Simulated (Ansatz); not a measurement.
# How fast states decay through KMgIF2, part 3 of 3

Aim: relax a made-up compound, KMgIF2, and see how good a tunnel barrier it would be. It is built by putting I for part of the F in the KMgF3 structure of space group Pm-3m, with the volume rescaled by atomic radii. The parent structure comes from the Materials Project.

Ansatz 0.2.0; r2SCAN DFT, plane waves, PAW files (the session's first sound run).

So far, decay constant at the filling level, zone centre (Å⁻¹): step 4 (decaying states in the gap, r2SCAN) 0.321; step 6 (PBE, cutoff 420 eV) 0.300.

The structure was built from a prototype and need not be the compound's stable phase.

## (7) A check of the settings: basis.xc_grid = 2

This step: r2SCAN DFT, plane waves, PAW files; complex bands by layer matching along the plane's normal; changed: basis.xc_grid = 2 (Ansatz 0.2.0).

This run repeats an earlier one, its twin (the complex run, plane (100)), with one setting changed (basis.xc_grid; files written aside). It is meant to test whether the numerical route changes the result or only the time. Where the input is shown as a difference, that is against the step before, not the twin.

The input, input.yaml:

```yaml
crystal:
  lattice:
    - [4.338061727, 0.0, 0.0]
    - [0.0, 5.745988657, 0.0]
    - [0.0, 0.0, 4.338061727]
  atoms:
    - { symbol: K, position: [0.5, 0.5, 0.5] }
    - { symbol: Mg, position: [0.0, 0.0, 0.0] }
    - { symbol: F, position: [0.0, 0.0, 0.5] }
    - { symbol: F, position: [0.5, 0.0, 0.0] }
    - { symbol: I, position: [0.0, 0.5, 0.0] }
kpoints:
  mp_grid: { grid: [6, 4, 6] }
scf:
  occupations: { method: fixed }
hamiltonian:
  xc: r2scan
output:
  eigenvalues: true
  transmission:
    leads: [[0, 0]]
    kpoints: [[0.0, 0.0], [0.5, 0.0]]
    e_range: [-1.0, 5.75]
    de: 0.11
basis:
  xc_grid: 2
```

On the command line:

```console
> ansatz run input.yaml --threads 2 --pin off --max-ram 4096MiB --backend cpu --events-out ev --progress --plain --runs-dir out
```

Numbers of over 12 decimals in the logs are rounded to 6 here.

Log:

```text
[...]
Crystal: 5 atoms, lattice volume = 108.132 Å³
Basis set: ecut = 500 eV, 2757 PW (Γ), exchange–correlation on 64×90×64 points (8 copies of the dense FFT grid, shifted against one another)
Bands: 30, of which v1, the nominal top of the filled ones, is band 25 counted from 1 (24 counted from 0)
Symmetry: 16 space group operations
[...]
k-points: 30 of 144
[...]
SCF iter   1: F=—  HF=-12623.071499 eV  |F-HF|=—  |Δ(HF+E_count)|=         —  Δρ=7.53e-3  dr2=5.46e-2  dr2_τ=5.32e-2  ethr=1.77e-3  ⟨swp⟩=5.5  Hψ=3432  notcnv=0  defer=72
[...]
SCF iter   7: F=-12623.140060 eV  HF=-12623.140060 eV  |F-HF|=8.73e-11  |Δ(HF+E_count)|=   1.59e-7  Δρ=2.93e-6  dr2=1.40e-8  dr2_τ=4.92e-10  ethr=2.00e-10  ⟨swp⟩=10.5  Hψ=4316  notcnv=0
SCF 1 converged in 7 iterations: F = -12623.140060 eV  dr2 = 1.40e-8
[...]
transmission: 7 of 14 steps passed
transmission: 14 of 14 steps passed
SCF converged after 7 iterations
Free energy (F): -12623.140060 eV
[...]
Internal energy: -12623.140060 eV  (E = F + TS)
E sigma→0 (E₀):  -12623.140060 eV
Fermi energy:    3.139897 eV
[...]
--- Band table (eV; the first three rows and the last of 30) ---
  k-point 0: bands = [... 21 lower, 1.7596, 2.6214, 3.1399, 3.1399, 7.8912, 8.8775, 10.3847, 11.7264, ... 1 higher]
  k-point 1: bands = [... 21 lower, 1.7059, 2.5519, 2.6253, 2.9951, 8.2220, 9.4299, 11.0082, 11.6473, ... 1 higher]
  k-point 2: bands = [... 21 lower, 1.5881, 1.8498, 2.4226, 2.7289, 9.0136, 10.6016, 11.5473, 11.6295, ... 1 higher]
  k-point 29: bands = [... 21 lower, 2.1416, 2.2164, 2.6655, 2.6655, 9.5806, 9.5806, 11.1193, 11.2797, ... 1 higher]
--- Transmission ---
  basis      : 259 plane waves across, 7 finite elements along
  points     : 2, as listed
[...]
crystal 0  : Mg1F2I1K1, at the sites [0, 0], period 4.3381 Å: whole cells are its period
[...]
channels       : 0.000000e0 a spin
[...]
slowest decay  : 0.3210 /Å at (0.0000, 0.0000)
```

It took 66 s on 2 threads of Arm Neoverse V2, shared host; peak memory 0.78 GiB.

This step gave:

- free energy: -12623.1401 eV
- Fermi energy: 3.140 eV
- gap on the k-mesh: 4.751 eV
- level to which the leads are filled: 2.376 eV from the Fermi level
- decay constant at the filling level, zone centre: 0.3210 Å⁻¹
- decay constant at the filling level, slowest listed point: 0.321 Å⁻¹

K parallel (0, 0); values up to 1.5 1/Å, a degenerate pair printed once or twice; energies at which all values exceed this have no row. Table of Im kz of the slowest decaying states by energy, zero at the highest filled level on the SCF mesh:

```
energy (eV)  decay 1 (Å⁻¹)  decay 2 (Å⁻¹)  decay 3 (Å⁻¹)  decay 4 (Å⁻¹)
      -1.00          0.387          0.417          0.468          0.542
      -0.01          0.500          0.558          0.863          0.890
       0.98          0.258          0.454          0.591          0.719
       1.97          0.313          0.538          0.568          0.770
       2.96          0.321          0.500          0.565          0.688
       3.95          0.287          0.374          0.560          0.592
       5.05          0.227          0.462          0.528          0.928
```

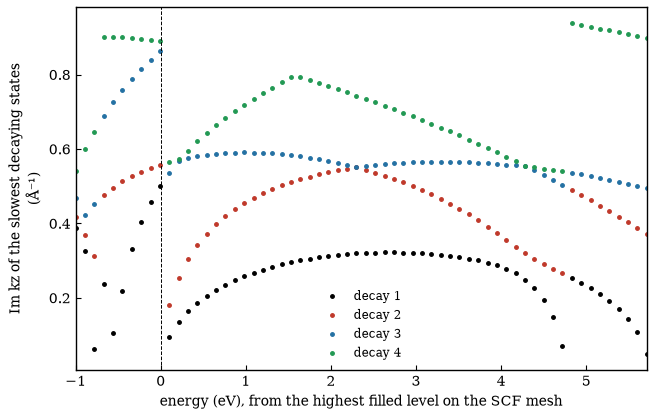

Im kz of the slowest decaying states, plotted against energy.

K parallel (0.5, 0); values up to 1.5 1/Å, a degenerate pair printed once or twice; energies at which all values exceed this have no row. Im kz of the slowest decaying states against energy, zero at the highest filled level on the SCF mesh:

```
energy (eV)  decay 1 (Å⁻¹)  decay 2 (Å⁻¹)  decay 3 (Å⁻¹)  decay 4 (Å⁻¹)
      -1.00          0.160          0.915           1.26           1.31
      -0.01          0.393          0.398          0.590          0.739
       0.98          0.489          0.517          0.952           1.03
       1.97          0.527          0.546          0.952           1.11
       2.96          0.536          0.540          0.865           1.08
       3.95          0.510          0.523          0.768          0.880
       5.05          0.445          0.484          0.634          0.691
```

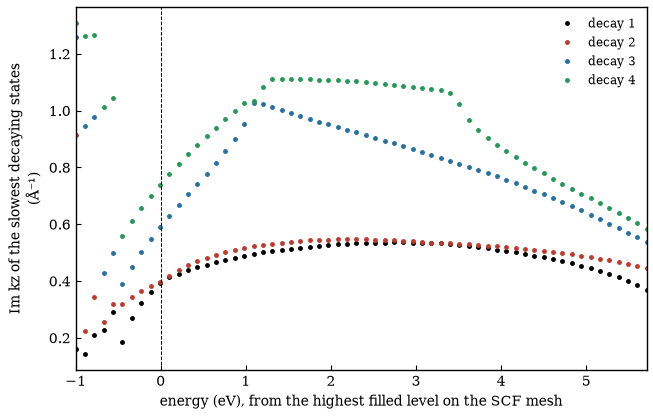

Im kz of the slowest decaying states against energy.

The least decay constant is 0.321 Å⁻¹ against 0.321 Å⁻¹ in the twin: no change within 1 %.

## (8) Outcome

```
band gap                                         : 4.75 eV
least decay constant at mid-gap, normal to (100) : 0.321 Å⁻¹
least decay constant, PBE                        : 0.300 Å⁻¹
```

In words: With r2SCAN, the slowest decay at the wavevectors tried is κ = 0.321 Å⁻¹, normal to (100). Through such a film the transmission near mid-gap falls as exp(−2κd), a factor of ten every 3.6 Å. A free electron under a barrier of half the gap would need a mass of 0.17 mₑ to decay at this rate. With PBE the gap goes from 4.75 to 4.03 eV and the decay constant, over the first 2 listed wavevectors, from 0.321 to 0.300 Å⁻¹. The compound is made up by substitution; its stability against other phases and against distortions of the cell's symmetry was not tested. r2SCAN still narrows gaps, if less than LDA and GGA do, while spin-orbit coupling, left out here, narrows them in compounds of heavy elements, so the error in κ can go either way.

[Logs are printed without paths, hosts, clocks, repeated set-up lines and the standing remarks that a program may print on its own settings, such as how far it seeks lower states.]

[Hosts, paths, dates, database ids (printed as entryN), source tags and the programs' standing remarks are cut or masked in the printed files.]

[New means built here by substitution; the compound itself may be known and measured.]
